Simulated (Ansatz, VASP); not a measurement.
**Cross-check of SiC (Moissanite) between VASP and Ansatz**

Aim: how closely do two programs agree when they are given the same cell, functional and k mesh?

Main program and level: Ansatz 0.2.0; plane waves, with VASP 6.6.1 beside it; band structure at HSE06 and band structure at PBE0.

## 1. The structure

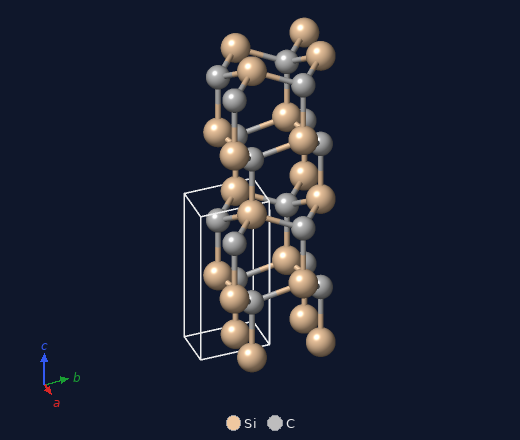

The starting structure, seen slightly off an axis (silicon light orange, carbon light grey). 2×2×2 cells are drawn. Some periodic images of atoms are drawn too.

## 2. Ansatz: band structure, HSE06

Ansatz runs on its default PAW (the set named soft_2) files.

Levels along a path test the potential and the projectors away from the mesh points.

Contents of input.yaml:

```yaml
crystal:
  lattice:
    - [3.076, 0.0, 0.0]
    - [-1.538, 2.663894142, 0.0]
    - [0.0, 0.0, 5.048]
  atoms:
    - { symbol: Si, position: [0.6666666667, 0.3333333333, 0.5] }
    - { symbol: Si, position: [0.3333333333, 0.6666666667, 0.0] }
    - { symbol: C, position: [0.6666666667, 0.3333333333, 0.885] }
    - { symbol: C, position: [0.3333333333, 0.6666666667, 0.385] }
hamiltonian:
  xc: { exchange: pbe, correlation: pbe, exx: { coeff: 0.25, omega: 0.2 } }
  pseudopotentials: { kind: paw }
kpoints:
  mp_grid: { grid: [5, 5, 3] }
  band_path:
    path:
      - [0.0, 0.0, 0.0]
      - [0.44444, 0.0, 0.0]
      - [0.38889, 0.22222, 0.0]
      - [0.33333, 0.33333, 0.0]
      - [0.18519, 0.18519, 0.0]
      - [0.0, 0.0, 0.11111]
      - [0.0, 0.0, 0.5]
      - [0.44444, 0.0, 0.5]
      - [0.38889, 0.22222, 0.5]
      - [0.18519, 0.18519, 0.5]
      - [0.5, 0.0, 0.38889]
      - [0.33333, 0.33333, 0.0]
      - [0.33333, 0.33333, 0.5]
    npoints: 1
scf:
  occupations: { method: gaussian, width: 0.03 }
  n_extra_bands: 8
output:
  forces: true
  stress: true
  eigenvalues: true
```

Run with:

```console
> ansatz run input.yaml --threads 4 --pin off --max-ram 9216MiB --backend cpu --events-out ev --progress --plain --runs-dir out
```

Numbers of over 12 decimals in the logs are rounded to 6 here.

Output:

```text
Warning: output.stress: scf.convergence.dr2_threshold = 1e-7 eV (the SCF's general default) is looser than the 4e-10 eV advised for a printed stress (1e-10 eV for each atom of the cell: 4). What an SCF threshold leaves in a stress goes as its square root, and in the free energy as the threshold itself, and one threshold admits the most on a small cell: [figures from the program's tests cut] Set scf.convergence.dr2_threshold to 4e-10 eV or tighter. The threshold is an SCF's pass mark: one that does not reach it within its budget of iterations ends unconverged, or closes short of it on a stop that the run arms, and scf.convergence.dr2_threshold's page says what that costs each kind of run
Warning: output.stress: scf.exx.energy_threshold = 1e-6 eV is looser than the 4e-8 eV advised for a stress under a hybrid functional (1e-8 eV for each atom of the cell: 4). Every SCF of the exchange loop can meet its threshold on dr2 while the loop round them stops early: no threshold on dr2 bounds what that leaves in the stress. Set scf.exx.energy_threshold to 4e-8 eV or tighter. The threshold is the loop's pass mark: a loop that does not reach it within its budget of cycles ends unconverged, and scf.exx.energy_threshold's page has the law
scf.n_extra_bands = 8 over 8 filled bands (N_el = 16.0): the run solves 16 bands
Engine: ansatz 0.2.0, aarch64-unknown-linux-gnu
Pseudopotentials: kind: paw
Pseudopotential: Si, paw, valence charge 4, recommended cutoff 420 eV (normal), Si.paw.azcp
Pseudopotential: C, paw, valence charge 4, recommended cutoff 420 eV (normal), C.paw.azcp
Functional definition: unnamed
  parameter a_1 = 0.25
  parameter omega_1 = 0.2/angstrom
  exchange = pbe_x + (-a_1)*pbe_x_sr(omega_1) + a_1*exact_x_sr(omega_1)
  correlation = pbe_c
Crystal: 4 atoms, lattice volume = 41.364 Å³
Basis set: ecut = 420 eV, 785 PW (Γ), exchange–correlation on 48×48×72 points (8 copies of the dense FFT grid, shifted against one another)
Bands: 16, of which v1, the nominal top of the filled ones, is band 8 counted from 1 (7 counted from 0)
Symmetry: 12 space group operations
Space group: P63mc (ITA 186), of the structure as read, at distance tolerance 3.5e-5 Å
k-points: 10 of 75 (time reversal used)
Non-local potential: Si, projectors of the file, l = 0: 2, l = 1: 2, l = 2: 2
Non-local potential: C, projectors of the file, l = 0: 2, l = 1: 2, l = 2: 1
PAW form: soft (Blöchl's): semilocal exchange-correlation on the pseudo side does not see the compensation charge
PAW frozen core: Si, regenerated for the run's functional, and the local potential with it (the file was generated under x = pbe(κ = 0.804, μ = 0.219515), c = pbe(β = 0.066725))
PAW frozen core: C, regenerated for the run's functional, and the local potential with it (the file was generated under x = pbe(κ = 0.804, μ = 0.219515), c = pbe(β = 0.066725))
PAW one-centre angular grid: Si, 110 points (default); XC on 64 Gauss nodes
PAW one-centre angular grid: C, 110 points (default); XC on 64 Gauss nodes
Initial density: superposition of atomic densities (neutral atoms: chi_scale 0, normalization atom), corrected by the library's trained network
Initial wavefunctions: pseudopotential atomic-orbital guess
Functional: x = pbe(κ = 0.804, μ = 0.219515), c = pbe(β = 0.066725), warm-up for x = pbe(κ = 0.804, μ = 0.219515) + 0.25 (exact − pbe) at short range (hse, ω = 0.2 Å⁻¹), c = pbe(β = 0.066725)
SCF iter   1: F=—  HF=-1774.216825 eV  |F-HF|=—  |Δ(HF+E_count)|=         —  Δρ=1.59e-3  dr2=7.84e-4  ethr=1.77e-3  ⟨swp⟩=8.0  Hψ=797  notcnv=0
preconditioner: auto → none  [insulator: Δε(μ)=2.794 eV  Ē_g=14.026 eV  σ=0.030 eV  W_gap=1.00  n_scr=2 (ndim 8)  ℏωp=23.1 eV  f_vac=0.000  D(μ)=0.00/eV (n_scr^D=0)]
SCF iter   2: F=-1774.217028 eV  HF=-1774.216970 eV  |F-HF|=5.73e-5  |Δ(HF+E_count)|=   1.45e-4  Δρ=6.94e-4  dr2=1.23e-4  ethr=4.90e-6  ⟨swp⟩=4.1  Hψ=370  notcnv=0  defer=6
SCF 1 stopped early in 2 iterations: F = -1774.217028 eV  dr2 = 1.23e-4
  greatest PAW one-centre occupation: 0.645 electrons in one spin orbital (limit 2), on the C atom at site 3 (counted from 0), in its partial waves of l = 0
Initial density: handed on by an earlier stage of this run
Initial wavefunctions: those handed on with the density
Functional: x = pbe(κ = 0.804, μ = 0.219515) + 0.25 (exact − pbe) at short range (hse, ω = 0.2 Å⁻¹), c = pbe(β = 0.066725)
Exchange kernel: α = 0.2500, screened, ω = 0.2000 Å⁻¹, Wigner–Seitz truncation, v(0) = 1102.4818 eV·Å³, q-mesh 5×5×3, nearest image of the exchange supercell L = 15.14 Å, pair-density grid 15×15×24, without the augmentation charges, whose exchange is taken in its separable form by FFT convolution over the k-point mesh (sized by the pseudopotential files, 18×18×36 at the most), smooth part of the exact exchange by density-matrix convolution
Frozen-core exchange: fock
SCF iter   1: F=—  HF=-1775.509462 eV  |F-HF|=—  |Δ(HF+E_count)|=         —  Δρ=5.63e-3  dr2=7.50e-3  ethr=7.72e-6  ⟨swp⟩=6.2  Hψ=748  notcnv=0
preconditioner: auto → none  [insulator: Δε(μ)=3.744 eV  Ē_g=15.995 eV  σ=0.030 eV  W_gap=1.00  n_scr=2 (ndim 8)  ℏωp=23.1 eV  f_vac=0.000  D(μ)=0.00/eV (n_scr^D=0)]
SCF iter   2: F=—  HF=-1775.506483 eV  |F-HF|=—  |Δ(HF+E_count)|=   2.98e-3  Δρ=2.55e-3  dr2=1.74e-3  ethr=7.72e-6  ⟨swp⟩=3.0  Hψ=359  notcnv=0
iter 3 solved again at ethr=7.30e-7 eV; its pass at ethr=7.72e-6 eV (dr2=1.17e-4 eV) is discarded
SCF iter   3: F=—  HF=-1775.510363 eV  |F-HF|=—  |Δ(HF+E_count)|=   3.88e-3  Δρ=5.87e-4  dr2=1.37e-4  ethr=7.30e-7  ⟨swp⟩=2.1  Hψ=561  notcnv=0
SCF iter   4: F=—  HF=-1775.510329 eV  |F-HF|=—  |Δ(HF+E_count)|=   3.42e-5  Δρ=2.01e-4  dr2=1.94e-5  ethr=7.26e-7  ⟨swp⟩=3.0  Hψ=285  notcnv=0
SCF iter   5: F=—  HF=-1775.510362 eV  |F-HF|=—  |Δ(HF+E_count)|=   3.31e-5  Δρ=9.56e-5  dr2=3.23e-6  ethr=9.37e-8  ⟨swp⟩=3.0  Hψ=297  notcnv=0
SCF iter   6: F=-1775.510361 eV  HF=-1775.510361 eV  |F-HF|=8.65e-8  |Δ(HF+E_count)|=   8.21e-7  Δρ=2.15e-5  dr2=5.01e-7  ethr=1.80e-8  ⟨swp⟩=2.5  Hψ=308  notcnv=0  defer=1
SCF 2 stopped early in 6 iterations: F = -1775.510361 eV  dr2 = 5.01e-7
  Residual-converged pass: ⟨swp⟩=4.0  Hψ=336  notcnv=0  max |occ|·‖R‖ = 6.1e-6 eV (tolerance 6.7e-6 eV)  dr2=4.93e-7  dr2_onsite=2.68e-9  max |Δocc| = 0.0e0
  greatest PAW one-centre occupation: 0.646 electrons in one spin orbital (limit 2), on the C atom at site 3 (counted from 0), in its partial waves of l = 0
hybrid outer 1: dexx = +4.892e-3 eV, tail = 5.13e-6 eV
Exchange kernel: α = 0.2500, screened, ω = 0.2000 Å⁻¹, Wigner–Seitz truncation, v(0) = 1102.4818 eV·Å³, q-mesh 5×5×3, nearest image of the exchange supercell L = 15.14 Å, pair-density grid 15×15×24, without the augmentation charges, whose exchange is taken in its separable form by FFT convolution over the k-point mesh (sized by the pseudopotential files, 18×18×36 at the most), smooth part of the exact exchange by density-matrix convolution
Frozen-core exchange: fock
SCF iter   1: F=—  HF=-1775.510336 eV  |F-HF|=—  |Δ(HF+E_count)|=         —  Δρ=1.60e-5  dr2=3.78e-8  ethr=1.60e-7  ⟨swp⟩=5.2  Hψ=469  notcnv=0
preconditioner: auto → none  [insulator: Δε(μ)=3.779 eV  Ē_g=16.003 eV  σ=0.030 eV  W_gap=1.00  n_scr=2 (ndim 8)  ℏωp=23.1 eV  f_vac=0.000  D(μ)=0.00/eV (n_scr^D=0)]
SCF iter   2: F=—  HF=-1775.510336 eV  |F-HF|=—  |Δ(HF+E_count)|=   4.90e-8  Δρ=8.14e-6  dr2=9.22e-9  ethr=2.03e-10  ⟨swp⟩=3.8  Hψ=345  notcnv=0  defer=1
SCF iter   3: F=-1775.510336 eV  HF=-1775.510336 eV  |F-HF|=1.14e-9  |Δ(HF+E_count)|=   3.26e-9  Δρ=3.89e-6  dr2=1.60e-9  ethr=4.61e-11  ⟨swp⟩=2.9  Hψ=281  notcnv=0  defer=1
SCF 3 converged in 3 iterations: F = -1775.510336 eV  dr2 = 1.60e-9
  Residual-converged pass: ⟨swp⟩=3.0  Hψ=320  notcnv=0  max |occ|·‖R‖ = 5.1e-7 eV (tolerance 6.3e-7 eV)  dr2=1.59e-9  dr2_onsite=1.37e-10  max |Δocc| = 0.0e0
hybrid outer 2: dexx = +4.953e-8 eV, tail = 4.51e-9 eV, Δε = 7.48e-4 eV (about 2.48e-5 eV left of the loop's levels), ΔF = 3.65e-4 eV/Å (tail 1.53e-4)
NSCF: frozen V_eff on 13 k-points
hybrid SCF converged: 2 outer / 9 inner (+2 warm-up), last move |dexx| = 4.95e-8 eV, tail = 4.51e-9 eV
Stability not checked: this state was not tested for a lower state beside it, because the functional holds exact exchange (a hybrid, or Hartree-Fock), whose exchange loop this test does not read (fock_operator; see scf.lower_state_search)
Free energy (F): -1775.510336 eV
Frozen-core exchange: fock
Harris-Foulkes:  -1775.510336 eV  (|F-HF|=1.14e-9)
Internal energy: -1775.510336 eV  (E = F + TS)
E sigma→0 (E₀):  -1775.510336 eV
Fermi energy:    11.110426 eV
--- Per-component energies (eV) ---
  E_band       = 38.243912
  E_kinetic    = 271.927070
  E_local      = -209.022832  (includes V_loc(G=0)·N_el)
  E_nonlocal   = 101.051974
  E_hartree    = 65.495822
  E_xc         = -171.264292
  E_vxc        = -176.595016  (∫ρ·V_xc dr)
  E_exx        = -30.681262  (= α·E_x^exact, valence–valence)
  E_paw        = -1234.293163  (= ΣΔE_a)
  E_vpaw       = -18.746283  (= ΣTr[D̂ρ^β])
  E_aug_tail   = 0.000027  (compensation charges beyond the density's cutoff)
  E_ewald      = -568.570884
  E_core_change = -0.152796  (= ΣΔE_core)
  E_smearing   = -0.000000  (= −TS)
  E_closure    = -0.000001  (closes the sum)
  Σ components = -1775.510336   (vs F -1775.510336, Δ=0.00e0)
--- Forces (eV/Å), atoms counted from 1 ---
  atom   1  Si    -0.00000000     0.00000000     0.76072499
  atom   2  Si     0.00000000    -0.00000000     0.76072499
  atom   3  C     -0.00000000     0.00000000    -0.76074772
  atom   4  C      0.00000000    -0.00000000    -0.76074772
  max |Σ_I F_I| component: 4.55e-5 eV/Å
--- Stress (GPa, compression-positive) ---
        0.690609      -0.000000       0.000000
       -0.000000       0.690609       0.000000
        0.000000       0.000000      -4.375941
  P = ⅓ Tr σ = -0.9982 GPa (-9.982 kbar)
--- Band table (eV; the first three rows and the last of 10) ---
  k-point 0: bands = [... 4 lower, 7.4781, 8.8964, 8.8964, 9.2210, 15.0028, 16.4903, 16.9445, 16.9445, ... 4 higher]
  k-point 1: bands = [... 4 lower, 7.7914, 7.7914, 8.4960, 8.4960, 15.5249, 16.9399, 17.1986, 17.1986, ... 4 higher]
  k-point 2: bands = [... 4 lower, 6.5123, 6.5999, 8.4298, 8.6204, 14.6784, 16.8349, 17.3362, 18.0763, ... 4 higher]
  k-point 9: bands = [... 4 lower, 3.2811, 4.6186, 6.0971, 7.0959, 14.1110, 15.8942, 16.4046, 16.7876, ... 4 higher]
```

The job ended after 19 s (4 threads of Arm Neoverse V1, shared host; peak memory 0.6 GiB).

In the SCF lines HF is the Harris–Foulkes energy and dr2 the Hartree energy of the density residual, in eV; the loop may stop once dr2 is under the threshold and the program's other checks hold. Hψ counts applications of the Hamiltonian.

(Continued in part 2 of 3.)

[Lines on the potential files, build, host, timing and source positions are cut from VASP's logs without a mark.]

[Logs are printed without paths, hosts, clocks, repeated set-up lines and the standing remarks that a program may print on its own settings, such as how far it seeks lower states.]

[Hosts, paths, dates, database ids (printed as entryN), source tags and the programs' standing remarks are cut or masked in the printed files.]
